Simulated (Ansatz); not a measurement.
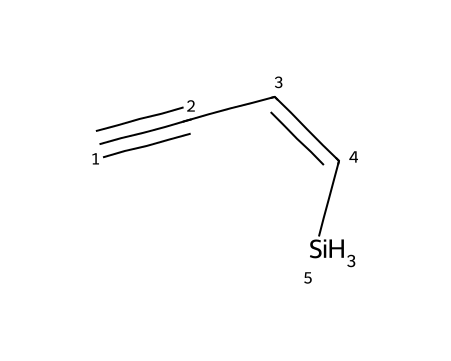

A structural formula, with wedges where it has stereocentres; small numbers name the atoms. The configuration is that of a computed structure (PBE-D4/def2-SVP).

### Assign CIP descriptors.

C3=C4: Z.

### Give a SMILES with the stereochemistry.

C#C/C=C\[SiH3]
